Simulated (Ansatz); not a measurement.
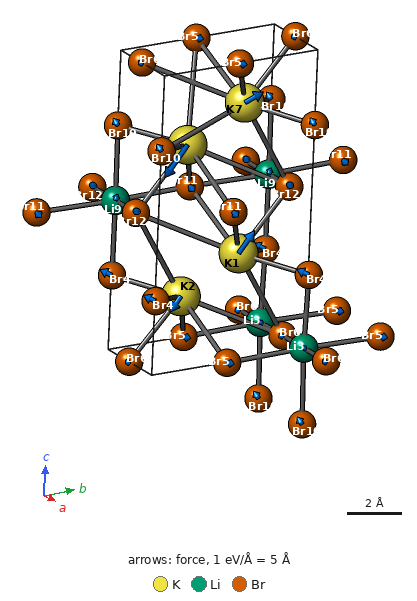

Starting geometry of solid K2LiBr3 (built on the Li2GaCu3-166 type type) with the computed forces as blue arrows. A ball-and-stick model of the cell of the calculation, reduced to other axes, seen slightly off an axis. Lengths and directions refer to the drawn axes.

Case: shaken.

The calculation used Ansatz 0.2.0, DFT, PBEsol, plane waves, PAW. Set-up: plane-wave cutoff 420 eV; k-point mesh 4 × 2 × 4; occupations fermi dirac; smearing width 0.05 eV; no spin polarisation; cell and atoms relaxed; force threshold 0.01 eV/Å; at most 120 steps.

**What follows when this structure is relaxed?**

It isn't relaxed: the largest force vector, on a K atom, is 0.31 eV/Å. The final displacements follow the starting forces only in part (cosine between the two patterns 0.36). After 21 accepted moves (24 points after the start) the energy has fallen by 160 meV per atom. Largest force component: 0.28 eV/Å at the start, 0.00092 eV/Å at the end. The pressure goes from −0.68 to 0.00 GPa. The line search rejected the trial step at point 15 of the run. At 2 points the geometry stayed and the basis and grid were re-selected for the new cell (energy shift of 4.9 meV per atom at most each time). A Br atom moves most relative to the cell: 1.03 Å along [0 −2 1]. Largest moves by element: Br 1.03 Å, K 0.99 Å, Li 0.38 Å. Cell: a 5.696 → 4.472 Å (−21.5 %), b 5.852 → 6.951 Å (+18.8 %), c 11.772 → 13.908 Å (+18.1 %), α 80.5° → 67.4°, β 81.8° → 90.0°, γ 81.6° → 90.0°. Volume +5.0 %. Some distances before and after: Br–Li 2.878 → 4.454 Å, Br–K 4.136 → 5.702 Å, Br–Li 2.919 → 4.453 Å, Br–K 4.175 → 5.705 Å. Bonds break: Br–Li (2.88 → 4.45 Å), Br–Li (2.92 → 4.45 Å), Br–Li (2.93 → 4.45 Å), Br–Li (2.99 → 4.45 Å). Bond angles that change, for instance: Br–Li–Br 179.2° → 117.2°, Li–Br–Li 179.2° → 117.2°, Br–Li–Br 178.5° → 117.2°. The space group (tolerance 0.01 Å) goes from P1 (No. 1) to Amm2 (No. 38). The run took 2.4 min on 1 × NVIDIA H100 80GB HBM3 with 2 threads of AMD EPYC 7R13 Processor (Zen 3), with other jobs on the host, peak memory 1.3 GiB.
